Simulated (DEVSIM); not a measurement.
Device: Au/Al2O3/n-InP capacitor, at 250 K.

| layer (left to right) | material | thickness (nm) | Nd (cm⁻³) |
|---|---|---|---|
| 1 | Al2O3 | 4.40 | - |
| 2 | InP | 1600 | 1.6e17 |

Metal gate on the left, work function 5.1 eV. Fixed charge at the semiconductor interface 0 cm⁻² (in units of +e); interface traps 2e12 cm⁻² eV⁻¹, uniform in energy, neutral level at 0.3 of the gap above the valence band.

The device is made up for the run: typed textbook-type constants, with dimensions and the other settings drawn at random. Values at 300 K; Nc and Nv go as T^1.5, mobilities as T to minus their exponent, the gap by Varshni's rule with the affinity fixed.

```tsv
parameter	Al2O3	InP
gap (eV)	6.8	1.344
affinity (eV)	1.35	4.38
permittivity	9	12.5
Nc (cm⁻³)	-	5.7e17
Nv (cm⁻³)	-	1.1e19
Varshni α (eV/K)	-	0.000363
Varshni β (K)	-	162
```

DEVSIM, 1D Poisson equation in equilibrium, Boltzmann statistics, complete ionisation; no quantum confinement or tunnelling. Metal contacts follow the ideal Schottky-Mott rule: no Fermi-level pinning, no interface dipoles.

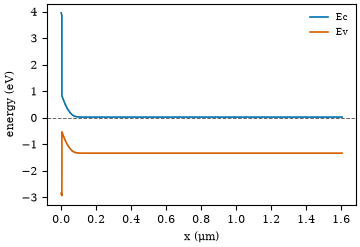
Fig. 1. Band edges at -0.2 V on the gate

Energies count from the Fermi level of the right contact; mesh points crowd at the junctions.

```json
[
 {"x (μm)": "0.000", "Ec (eV)": "3.950", "Ev (eV)": "-2.850", "n (cm⁻³)": "< 1e2", "p (cm⁻³)": "< 1e2", "field (V/cm)": "-210000"},
 {"x (μm)": "0.0009311", "Ec (eV)": "3.930", "Ev (eV)": "-2.870", "n (cm⁻³)": "< 1e2", "p (cm⁻³)": "< 1e2", "field (V/cm)": "-210000"},
 {"x (μm)": "0.002273", "Ec (eV)": "3.901", "Ev (eV)": "-2.899", "n (cm⁻³)": "< 1e2", "p (cm⁻³)": "< 1e2", "field (V/cm)": "-210000"},
 {"x (μm)": "0.003524", "Ec (eV)": "3.875", "Ev (eV)": "-2.925", "n (cm⁻³)": "< 1e2", "p (cm⁻³)": "< 1e2", "field (V/cm)": "-210000"},
 {"x (μm)": "0.004761", "Ec (eV)": "0.819", "Ev (eV)": "-0.541", "n (cm⁻³)": "< 1e2", "p (cm⁻³)": "1.1e8", "field (V/cm)": "-190000"},
 {"x (μm)": "0.006339", "Ec (eV)": "0.789", "Ev (eV)": "-0.570", "n (cm⁻³)": "< 1e2", "p (cm⁻³)": "2.7e7", "field (V/cm)": "-190000"},
 {"x (μm)": "0.009340", "Ec (eV)": "0.735", "Ev (eV)": "-0.625", "n (cm⁻³)": "670", "p (cm⁻³)": "2100000", "field (V/cm)": "-180000"},
 {"x (μm)": "0.01846", "Ec (eV)": "0.581", "Ev (eV)": "-0.779", "n (cm⁻³)": "840000", "p (cm⁻³)": "1700", "field (V/cm)": "-160000"},
 {"x (μm)": "0.03319", "Ec (eV)": "0.374", "Ev (eV)": "-0.986", "n (cm⁻³)": "1.3e10", "p (cm⁻³)": "< 1e2", "field (V/cm)": "-120000"},
 {"x (μm)": "0.06422", "Ec (eV)": "0.101", "Ev (eV)": "-1.259", "n (cm⁻³)": "4.0e15", "p (cm⁻³)": "< 1e2", "field (V/cm)": "-52000"},
 {"x (μm)": "0.1232", "Ec (eV)": "0.022", "Ev (eV)": "-1.338", "n (cm⁻³)": "1.6e17", "p (cm⁻³)": "< 1e2", "field (V/cm)": "-340"},
 {"x (μm)": "0.3026", "Ec (eV)": "0.021", "Ev (eV)": "-1.338", "n (cm⁻³)": "1.6e17", "p (cm⁻³)": "< 1e2", "field (V/cm)": "≈ 0"},
 {"x (μm)": "0.6126", "Ec (eV)": "0.021", "Ev (eV)": "-1.338", "n (cm⁻³)": "1.6e17", "p (cm⁻³)": "< 1e2", "field (V/cm)": "≈ 0"},
 {"x (μm)": "1.054", "Ec (eV)": "0.021", "Ev (eV)": "-1.338", "n (cm⁻³)": "1.6e17", "p (cm⁻³)": "< 1e2", "field (V/cm)": "≈ 0"},
 {"x (μm)": "1.384", "Ec (eV)": "0.021", "Ev (eV)": "-1.338", "n (cm⁻³)": "1.6e17", "p (cm⁻³)": "< 1e2", "field (V/cm)": "≈ 0"},
 {"x (μm)": "1.493", "Ec (eV)": "0.021", "Ev (eV)": "-1.338", "n (cm⁻³)": "1.6e17", "p (cm⁻³)": "< 1e2", "field (V/cm)": "≈ 0"},
 {"x (μm)": "1.550", "Ec (eV)": "0.021", "Ev (eV)": "-1.338", "n (cm⁻³)": "1.6e17", "p (cm⁻³)": "< 1e2", "field (V/cm)": "≈ 0"},
 {"x (μm)": "1.577", "Ec (eV)": "0.021", "Ev (eV)": "-1.338", "n (cm⁻³)": "1.6e17", "p (cm⁻³)": "< 1e2", "field (V/cm)": "≈ 0"},
 {"x (μm)": "1.594", "Ec (eV)": "0.021", "Ev (eV)": "-1.338", "n (cm⁻³)": "1.6e17", "p (cm⁻³)": "< 1e2", "field (V/cm)": "≈ 0"},
 {"x (μm)": "1.600", "Ec (eV)": "0.021", "Ev (eV)": "-1.338", "n (cm⁻³)": "1.6e17", "p (cm⁻³)": "< 1e2", "field (V/cm)": "≈ 0"},
 {"x (μm)": "1.603", "Ec (eV)": "0.021", "Ev (eV)": "-1.338", "n (cm⁻³)": "1.6e17", "p (cm⁻³)": "< 1e2", "field (V/cm)": "≈ 0"},
 {"x (μm)": "1.604", "Ec (eV)": "0.021", "Ev (eV)": "-1.338", "n (cm⁻³)": "1.6e17", "p (cm⁻³)": "< 1e2", "field (V/cm)": "≈ 0"}
]
```
